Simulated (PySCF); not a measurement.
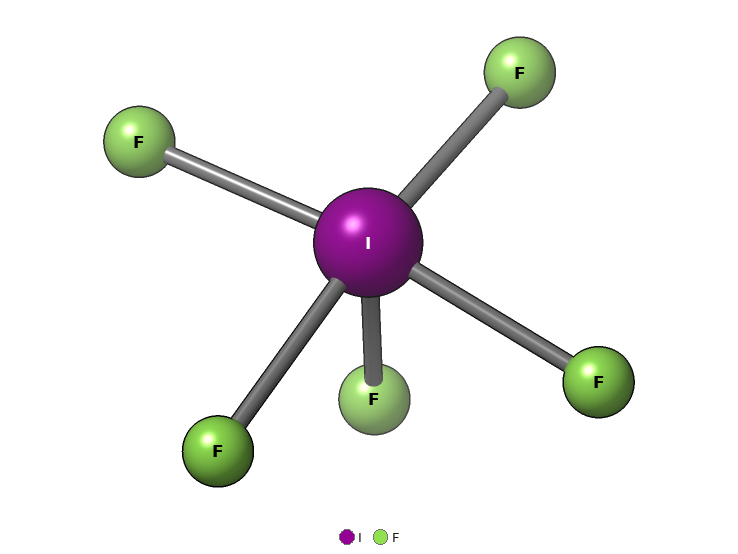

Orthographic view. Atoms fade into the background with distance from the viewer. Computed geometry: PBE0-D3(BJ)/def2-SVP optimisation. No frequency run is at hand to confirm it as a minimum.

Question: Write the InChI string.

Answer: InChI=1S/F5I/c1-6(2,3,4)5
